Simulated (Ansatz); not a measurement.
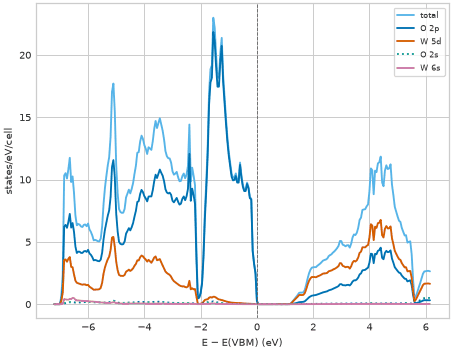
Figure. Total and projected density of states of WO₃ in space group P-42_1m (No. 113; W on 4e, O on 4e, O on 8f), PBEsol in the plane-wave PAW code Ansatz

Task: Which orbitals carry the states next to the gap?

Result: Top 1 eV of the valence band: O 2p 98 %. Bottom 1 eV of the conduction band: W 5d 76 %, O 2p 22 %. Projections are on Löwdin-orthogonalised atomic valence shells; empty p or d shells of many metals are not among them.

Task: Where is the tallest occupied peak in this window, and what makes it?

Result: Near -1.6 eV, about 23 states/eV per cell; the largest projected share is O 2p.

The workflow started from a Materials Project entry (that database holds measured and hypothetical structures alike); the Crystallography Open Database copy checked does not list it. COD files the formula under space group No. 2, 14, 62, 129, 130, 191, so this cell is another polymorph or a model. Whether it is the stable phase at ambient conditions was not checked. The cell was relaxed with PBEsol under the symmetry of its start; whether a distortion lowers the energy is not shown. The run is not spin-polarised. No Hubbard U is applied. Scalar-relativistic: spin–orbit coupling is off unless named, which matters more the heavier the elements.

Potentials: the later of the program's two PAW sets.
